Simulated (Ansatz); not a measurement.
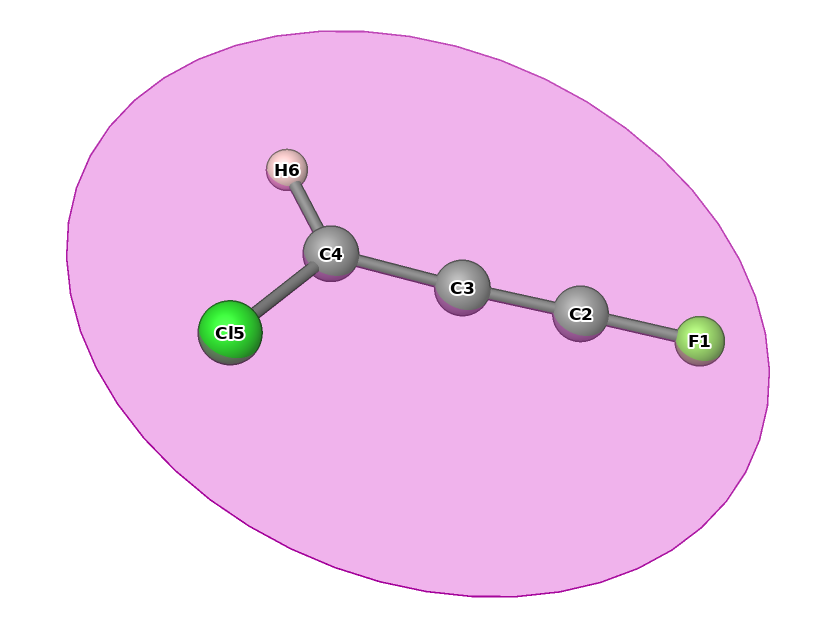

A disc through the centre of mass is drawn in. Depth is shown by fading: the farther an atom, the more it takes the colour of the background. The species has charge +1 and is a spin singlet. Computed geometry: PBE0-D4/def2-TZVP optimisation. No frequency run is at hand to confirm it as a minimum.

> Is the plane of the disc a mirror plane of the structure?

Yes. The reflection leaves F1, C2, C3, C4, Cl5, H6 in place. The point group is Cs.
